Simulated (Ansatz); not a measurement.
Run report: GeNH3O, nudged elastic band

System: GeNH3O.
Method: UKS CAM-B3LYP-D4/def2-SVP (Ansatz 0.2.0).

One setting was made poor on purpose. It belongs to a series of runs on one base structure; here: band between the two ends. Figures and captions count atoms from 1; the log counts them from 0 in places.

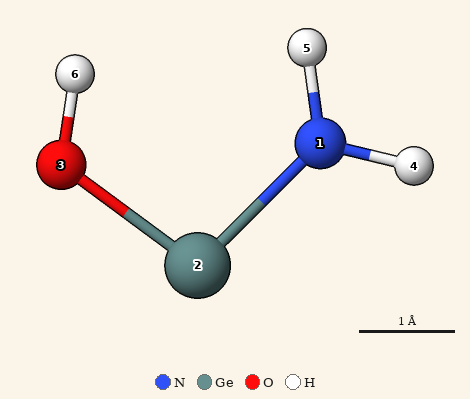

*The input geometry (ball-and-stick view, seen on its broad side; atoms are numbered from 1 in the order of the input). Sticks mark near contacts.*

Bond lengths as drawn: Ge–N 1.82 Å, Ge–O 1.79 Å, H–N 1.02 Å and H–O 0.97 Å.

The input:
```yaml
crystal:
  periodic: [false, false, false]
  atoms:
    - { symbol: "N", position_ang: [-0.77294, 0.044347, -0.56742] }
    - { symbol: Ge, position_ang: [0.578686, -1.159789, -0.341059] }
    - { symbol: O, position_ang: [1.49521, -0.305741, 0.93279] }
    - { symbol: H, position_ang: [-1.51709, -0.110053, -1.240646] }
    - { symbol: H, position_ang: [-0.895562, 0.92374, -0.071195] }
    - { symbol: H, position_ang: [1.153697, 0.543497, 1.24113] }
magnetization:
  spin_polarized: true
basis:
  gaussian: { orbitals: def2-SVP }
hamiltonian:
  xc: cam_b3lyp
  dispersion: d4
neb:
  order_check: false
  images: 5
  f_tol: 0.05
  max_iterations: 60
  initial_path: linear
  final_atoms:
    - { symbol: "N", position_ang: [-1.29163158, 0.82268704, -0.44195848] }
    - { symbol: Ge, position_ang: [-0.13658198, -0.40137291, -0.3798827] }
    - { symbol: O, position_ang: [1.31567359, -0.58832584, 0.60624641] }
    - { symbol: H, position_ang: [-0.183626, -1.64244224, -1.24884196] }
    - { symbol: H, position_ang: [-1.13959997, 1.60452348, 0.1996106] }
    - { symbol: H, position_ang: [1.47776694, 0.14093146, 1.21842613] }
```

Machine: 2 threads of Arm Neoverse V2, 24 GiB of memory available, shared host.

Launch command:
```bash
ansatz run input.yaml --threads 2 --pin off --max-ram 3072MiB --backend cpu --events-out ev --progress --plain --runs-dir out
```

Output:
```
Engine: ansatz 0.2.0, aarch64-unknown-linux-gnu
Functional definition: CAM-B3LYP
  parameter alpha = 0.19
  parameter beta = 0.46
  parameter omega = 0.33/bohr
  parameter ac = 0.81
  exchange = (1 - alpha - beta)*b88_x + beta*b88_x_sr(omega) + alpha*exact_x + beta*exact_x_lr(omega)
  correlation = (1 - ac)*vwn5_c + ac*lyp_c
801 factors; integrals over basis functions are off by at most 2.6e-4 eV
215 factors; integrals over basis functions are off by at most 1.6e-6 eV
mean field evaluation 1: about -60088.4963 eV, gradient 4.8e1 eV
mean field evaluation 2: about -60080.3312 eV, gradient 6.6e1 eV
mean field evaluation 4: about -60097.0492 eV, gradient 2.4e0 eV
mean field evaluation 8: about -60097.0796 eV, gradient 3.2e-2 eV
mean field -60097.07963570 eV, -2208.5269413483 hartree, gradient 5.2e-5 eV, S^2 0.000000; 0 other end points of the search recorded, 0 dependent functions left out
the calculation of the forces begins
reference -60097.07973373 eV, -2208.5269449507 hartree; 25, 25 occupied and 50, 50 virtual orbitals, 801 factors
799 factors; integrals over basis functions are off by at most 1.2e-3 eV
215 factors; integrals over basis functions are off by at most 1.4e-6 eV
mean field evaluation 16: about -60084.5276 eV, gradient 5.1e1 eV
mean field -60095.04105314 eV, -2208.4520248212 hartree, gradient 4.7e-5 eV, S^2 0.000000; 0 other end points of the search recorded, 0 dependent functions left out
[... from here on the field's lines of each further geometry are left out, up to the last ...]
NEB iter   1: max|band force component| = 6.988e0 eV/Å  barrier→ = 5.2962 eV  barrier← = 3.2546 eV  Δτ_max = 0.1992 Å  (241 SCF iters)
NEB iter   2: max|band force component| = 2.436e0 eV/Å  barrier→ = 4.4700 eV  barrier← = 2.4284 eV  Δτ_max = 0.1990 Å  (189 SCF iters)
NEB iter   3: max|band force component| = 9.907e-1 eV/Å  barrier→ = 3.9781 eV  barrier← = 1.9366 eV  Δτ_max = 0.1386 Å  (181 SCF iters)
NEB iter   4: max|band force component| = 2.400e0 eV/Å  barrier→ = 3.7528 eV  barrier← = 1.7112 eV  CI = image 3  Δτ_max = 0.1753 Å  (186 SCF iters)
NEB iter   5: max|band force component| = 8.474e-1 eV/Å  barrier→ = 4.1694 eV  barrier← = 2.1278 eV  CI = image 3  Δτ_max = 0.0299 Å  (185 SCF iters)
NEB iter   6: max|band force component| = 2.906e-1 eV/Å  barrier→ = 4.1492 eV  barrier← = 2.1077 eV  CI = image 3  Δτ_max = 0.0118 Å  (191 SCF iters)
the calculation of the forces begins
reference -60094.73932269 eV, -2208.4409364314 hartree; 25, 25 occupied and 50, 50 virtual orbitals, 801 factors
801 factors; integrals over basis functions are off by at most 9.5e-4 eV
215 factors; integrals over basis functions are off by at most 1.5e-6 eV
mean field evaluation 384: about -60092.9385 eV, gradient 1.9e-3 eV
mean field -60092.93851477 eV, -2208.3747579611 hartree, gradient 3.1e-5 eV, S^2 0.000000; 2 other end points of the search recorded, 0 dependent functions left out
the calculation of the forces begins
reference -60092.93861490 eV, -2208.3747616409 hartree; 25, 25 occupied and 50, 50 virtual orbitals, 801 factors
NEB iter   7: max|band force component| = 2.680e-2 eV/Å  barrier→ = 4.1455 eV  barrier← = 2.1040 eV  CI = image 3  Δτ_max = 0.0000 Å  (371 SCF iters)
```

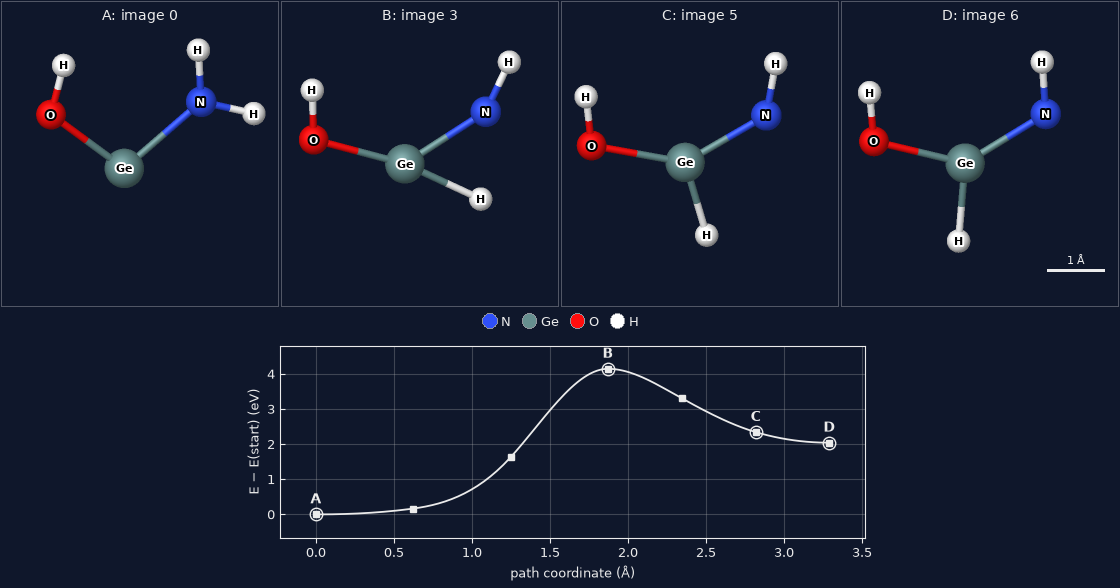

*Images of the last band (counted from 0; ball-and-stick, seen at a tilt) above the energy along the path; the line is a cubic interpolation that uses the forces.*

The highest image is number 3, 4.146 eV above the start and 2.104 eV above the end (the climbing image); the end lies 2.042 eV above the start. The path is 3.29 Å long. The band converged in 7 iterations.

```
Total energy: -60093.01388146 eV, -2208.3775276358 hartree
Atom 0 at    -1.001004     0.673330    -0.316394 Å, force     0.021739    -0.020661     0.007936 eV/Å
Atom 1 at     0.105390    -0.638873    -0.349378 Å, force    -0.015501     0.006320     0.000235 eV/Å
Atom 2 at     1.582584    -0.869765     0.619753 Å, force    -0.015769    -0.008775    -0.020652 eV/Å
Atom 3 at    -1.158277    -0.668212    -1.344381 Å, force     0.008322    -0.007000    -0.004256 eV/Å
Atom 4 at    -1.226679     1.574785     0.111984 Å, force    -0.007405     0.016213     0.002052 eV/Å
Atom 5 at     1.739987    -0.135264     1.232015 Å, force     0.008615     0.013902     0.014685 eV/Å
Dipole moment:     0.046407     0.189114     0.160009 e Å
this run last wrote the band of iteration 7 to [file]
```

The last band as extended XYZ (Å, eV, eV/Å):
```
6
Properties=species:S:1:pos:R:3:forces:R:3 image=0 energy=-60097.15930
N    -0.7729    0.0443   -0.5674    0.0028   0.0142   0.0116
Ge    0.5787   -1.1598   -0.3411    0.0066  -0.0006   0.0043
O     1.4952   -0.3057    0.9328   -0.0028   0.0014  -0.0009
H    -1.5171   -0.1101   -1.2406   -0.0062  -0.0038  -0.0070
H    -0.8956    0.9237   -0.0712   -0.0004  -0.0049  -0.0037
H     1.1537    0.5435    1.2411    0.0000  -0.0063  -0.0043
6
Properties=species:S:1:pos:R:3:forces:R:3 image=1 energy=-60096.99280
N    -0.8704    0.2149   -0.5263    0.1182  -0.1705  -0.0267
Ge    0.4446   -1.0440   -0.3647    0.1344  -0.2165  -0.0441
O     1.6044   -0.5141    0.8758   -0.0501   0.1012   0.0320
H    -1.4936   -0.1423   -1.2464   -0.2904   0.3336   0.0050
H    -1.1810    1.1149   -0.1601    0.2248  -0.1906   0.0430
H     1.5381    0.3066    1.3752   -0.1370   0.1427  -0.0092
6
Properties=species:S:1:pos:R:3:forces:R:3 image=2 energy=-60095.53189
N    -0.9797    0.4332   -0.4620    0.3963  -1.5137  -0.7205
Ge    0.2789   -0.8384   -0.3507    1.1416  -1.6697  -0.2369
O     1.6320   -0.7159    0.7605    0.2668   0.4104   0.4815
H    -1.2739   -0.3456   -1.2169   -1.7399   3.7370   1.1855
H    -1.3326    1.3575   -0.1134   -0.2054  -1.3382  -1.0660
H     1.7174    0.0452    1.3362    0.1406   0.3742   0.3563
6
Properties=species:S:1:pos:R:3:forces:R:3 image=3 energy=-60093.01378
N    -1.0010    0.6733   -0.3164    0.0217  -0.0207   0.0079
Ge    0.1054   -0.6389   -0.3494   -0.0155   0.0063   0.0002
O     1.5826   -0.8698    0.6198   -0.0158  -0.0088  -0.0207
H    -1.1583   -0.6682   -1.3444    0.0083  -0.0070  -0.0043
H    -1.2267    1.5748    0.1120   -0.0074   0.0162   0.0021
H     1.7400   -0.1353    1.2320    0.0086   0.0139   0.0147
6
Properties=species:S:1:pos:R:3:forces:R:3 image=4 energy=-60093.85400
N    -1.0232    0.8755   -0.1981   -0.2760   0.6662   0.2340
Ge   -0.0375   -0.4738   -0.3490   -0.4735   0.8021   0.1712
O     1.4741   -1.0031    0.4477   -0.3836  -0.0235  -0.3100
H    -1.0830   -0.8421   -1.4024    0.8935  -1.6764  -0.4403
H    -1.0410    1.7188    0.3505    0.3846   0.4115   0.5761
H     1.7527   -0.3394    1.1048   -0.1450  -0.1799  -0.2309
6
Properties=species:S:1:pos:R:3:forces:R:3 image=5 energy=-60094.81545
N    -1.0347    1.0723   -0.0756   -0.1578   0.3649   0.1217
Ge   -0.1708   -0.3331   -0.3581   -0.2794   0.3599   0.0204
O     1.3143   -1.0745    0.2777   -0.3304   0.1089  -0.1794
H    -0.9869   -1.0055   -1.4374    0.5855  -0.8733  -0.1342
H    -0.8131    1.8060    0.5841    0.2979   0.1355   0.3234
H     1.7332   -0.5292    0.9629   -0.1158  -0.0959  -0.1519
6
Properties=species:S:1:pos:R:3:forces:R:3 image=6 energy=-60095.11778
N    -1.0189    1.2203    0.0347   -0.0018   0.0021   0.0001
Ge   -0.3093   -0.2423   -0.4053    0.0048  -0.0030   0.0024
O     1.1510   -1.0516    0.1683   -0.0021   0.0012  -0.0017
H    -0.8806   -1.1661   -1.4625   -0.0004   0.0005  -0.0002
H    -0.5292    1.7459    0.7626    0.0001  -0.0007  -0.0008
H     1.6290   -0.5702    0.8558   -0.0005  -0.0001   0.0001
```

Results in brief:

- outcome: converged
- barrier, forward: 4.146 eV
- barrier, backward: 2.104 eV
- wall time: 80 s (CPU time 2.6 min)
- peak memory: 0.23 GiB

Remarks:

A deliberately poor setting: straight start. The order of the saddle point was not checked.
